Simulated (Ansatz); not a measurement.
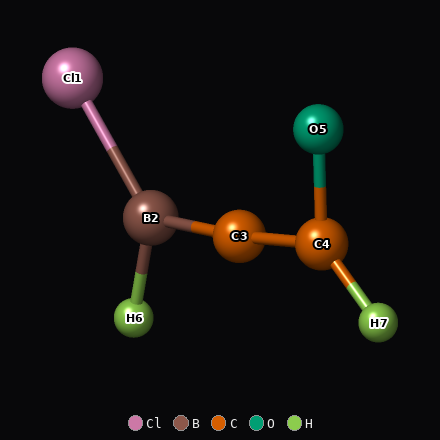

The system is C₂H₂BClO (SMILES ClBC1=CO1) with the probe H; the picture shows it without the atoms that are moved over the map. The probe is moved over a plane parallel to the molecule's main plane, 2.10 Å above it. The first coordinate is: x of the probe's H atom; the second: y of the probe's H atom. Nothing is relaxed (molecule and probe rigid). The grid has 11 × 9 points. Points are written as (first, second). Energies are in cm⁻¹, from molecule and probe far apart, each relaxed in its own basis (no counterpoise correction). Computed with UKS PBE-D4/def2-SVP (Ansatz 0.2.0).

Range: x of the probe's H atom from −3.45 to 3.45 Å; y of the probe's H atom from −2.76 to 2.76 Å.

What will the energy surface look like?

The lowest grid point is at (0.69 Å, 0.69 Å) [nearest 1 B at 2.16 Å], −440 cm⁻¹ from molecule and probe far apart, each relaxed in its own basis (no counterpoise correction). The bottom of the well lies between grid points, at about (1.00 Å, 0.78 Å), about 103 cm⁻¹ lower on the interpolated surface. The energy also falls towards the edge at (−0.69 Å, 2.76 Å) [nearest 1 C at 3.08 Å] (258 cm⁻¹ above the lowest) and (−3.45 Å, −2.07 Å) [nearest 1 O at 3.00 Å] (274 cm⁻¹ above the lowest), where a further well may lie outside the range. There is a further well near (0.00 Å, −2.07 Å) [nearest 1 O at 2.91 Å] (204 cm⁻¹ above the lowest at that grid point). The highest grid point, (2.07 Å, −0.69 Å) [nearest 1 Cl at 2.12 Å], lies 2264 cm⁻¹ above the lowest. Near the minimum the curvatures are about 0.28 and 0.48 eV/Å² along the soft and the stiff direction.

| y of the probe's H atom ↓, x of the probe's H atom → | −3.45 | −2.76 | −2.07 | −1.38 | −0.69 | 0.00 | 0.69 | 1.38 | 2.07 | 2.76 | 3.45 |
| --- | --- | --- | --- | --- | --- | --- | --- | --- | --- | --- | --- |
| 2.76 | −113 | −119 | −138 | −172 | −182 | −116 | −5 | 32 | −19 | −88 | −111 |
| 2.07 | −86 | −5 | 35 | −3 | −55 | 20 | 141 | 109 | 72 | −34 | −122 |
| 1.38 | 9 | 260 | 418 | 461 | 405 | 196 | −106 | −233 | 69 | 86 | −78 |
| 0.69 | 69 | 468 | 774 | 1046 | 1340 | 676 | −440 | −356 | 427 | 506 | 104 |
| 0.00 | 14 | 496 | 1148 | 1595 | 1239 | 338 | 19 | 588 | 1484 | 1255 | 410 |
| −0.69 | −93 | 295 | 991 | 1196 | 567 | 54 | 233 | 1049 | 1823 | 1384 | 507 |
| −1.38 | −164 | −22 | 276 | 322 | 3 | −191 | −11 | 508 | 933 | 752 | 270 |
| −2.07 | −166 | −154 | −77 | −63 | −169 | −236 | −169 | 18 | 181 | 151 | −10 |
| −2.76 | −125 | −150 | −148 | −153 | −179 | −200 | −184 | −141 | −107 | −102 | −118 |

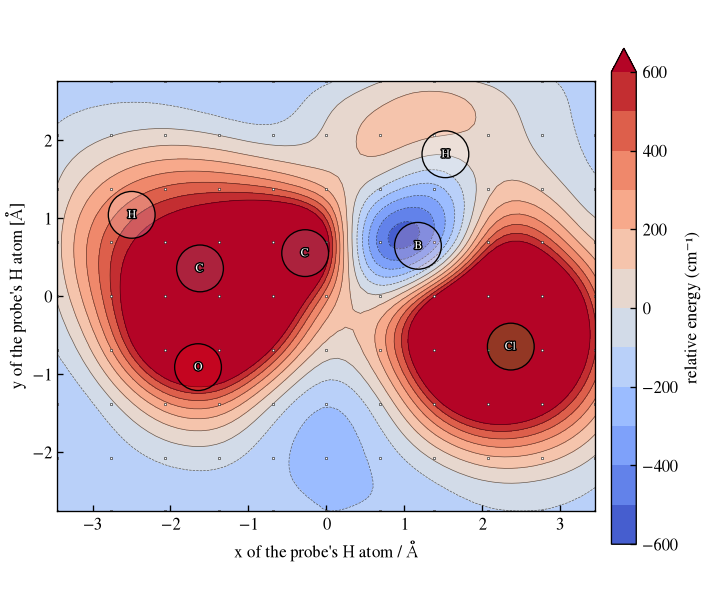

The picture shows filled contours, dots at the grid points, labelled circles for the molecule's atoms, projected on the plane, one colour for all values above the top of the scale. Between grid points the surface is interpolated.

Each point was launched as `ansatz run input.yaml --threads 1 --pin off --max-ram 2560MiB --backend cpu --events-out ev --progress --plain --runs-dir out`. Time for the 99 points that were run: 9.7 min on 1 thread of Arm Neoverse V2 (shared host).
